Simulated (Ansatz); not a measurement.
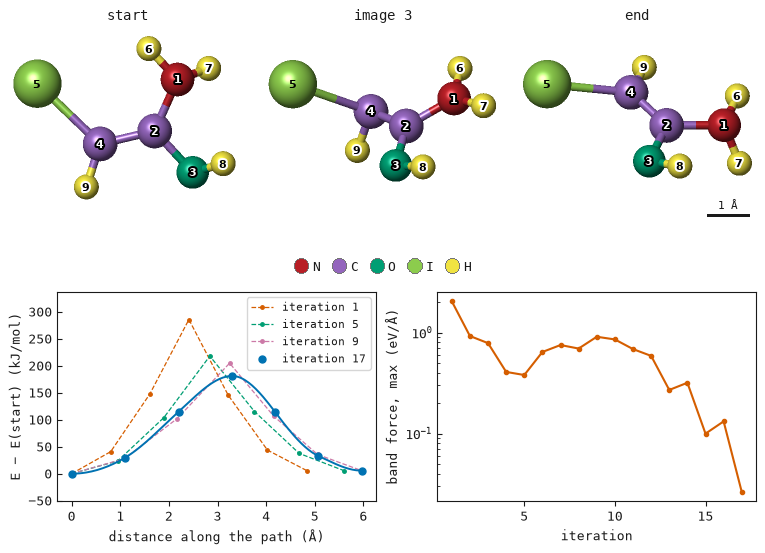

A nudged-elastic-band calculation for C2H4INO. Images are numbered from 0 (start) to 6 (end). The plot follows the band through its iterations. The picture is a ball-and-stick view, seen face on.

Theory: RKS r2SCAN-D4/def2-SVP in Ansatz. Run with 5 movable images; climbing image; force threshold 0.05 eV/Å; iteration limit 60; starting path by image-dependent pair potential.

Question: Judge this run.

Answer: The result is final at these settings. The band converged in 17 iterations. The largest component of the band force went from 2 to 0.026 eV/Å. The climbing image converged on the top of the path. Its vibrational analysis gives one imaginary mode (357i cm⁻¹), as a transition state must have. The first iteration put the highest image at 285.7 kJ/mol. The highest point, image 3, lies 181.1 kJ/mol above the start and 175.3 kJ/mol above the end; the end is at +5.8 kJ/mol relative to the start.
